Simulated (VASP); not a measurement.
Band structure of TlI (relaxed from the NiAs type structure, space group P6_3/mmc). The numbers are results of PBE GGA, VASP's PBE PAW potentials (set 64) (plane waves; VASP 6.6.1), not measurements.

Unless said otherwise, spin-orbit coupling is left out, though it shifts the bands of the heavy elements here.

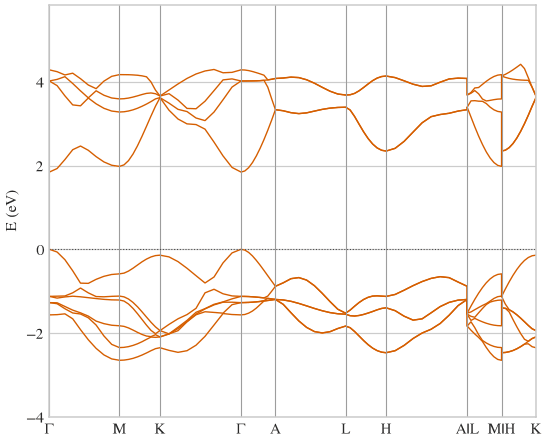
Figure. Bands along high-symmetry lines, zero at the valence-band maximum or, without a gap, the Fermi level

Question: Read the plot: is there a gap, and where are the band edges?

Answer: The gap is direct, 1.84 eV, from the valence maximum at Γ to the conduction minimum at Γ. (Edges off the drawn lines would not show.)

The structure was generated: TlI was put into the NiAs type type (P6_3/mmc), which need not be its known phase. It was relaxed first, which changed the volume by +61 %.
